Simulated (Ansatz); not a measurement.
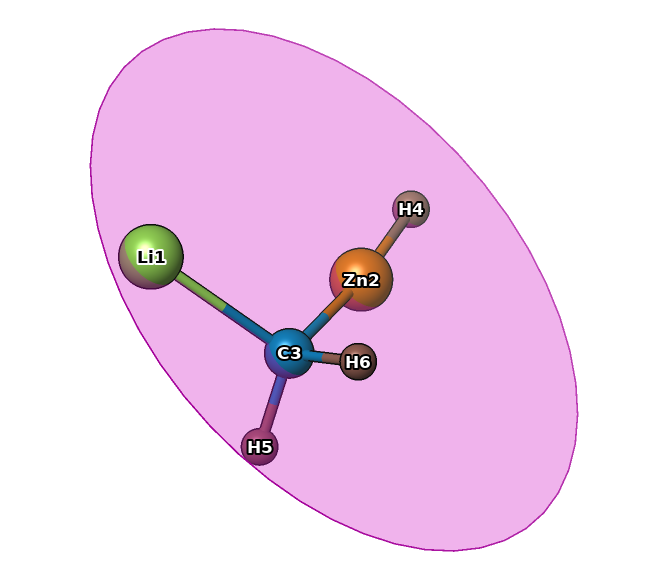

A disc through the centre of mass is drawn in. Distant atoms are faded towards the background colour. The geometry was computed by an optimisation with PBE-D4/def2-SVP. No frequency run is at hand to confirm it as a minimum.

Is the plane of the disc a mirror plane of the structure?

Answer. Yes. The reflection leaves Li1, Zn2, C3, H4 in place and moves H5 ↔ H6. The point group is Cs.
